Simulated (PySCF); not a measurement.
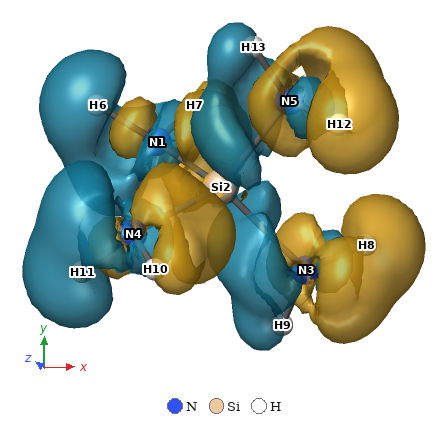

Figure. H₈N₄Si, SMILES `N[Si](N)(N)N`. Change of the electron density in a uniform field of 0.21 V/Å, surfaces at ±0.0015 e/Å³ (yellow: gain, teal: loss).

PySCF calculation, PBE/def2-TZVP, gas phase; geometry: GFN2-xTB. No frequency check shows the geometry to be a minimum. A basis without diffuse functions makes polarisabilities too small.

The field was applied in both directions; the picture shows the one opposite to the script's first.

Along which Cartesian direction does the field point?

Along −x: electrons gather on the +x side, against the field.

How large is the response?

The induced dipole is 0.59 D (along the field); α along this axis, from the fields in both directions, is 58 bohr³ (8.6 Å³).
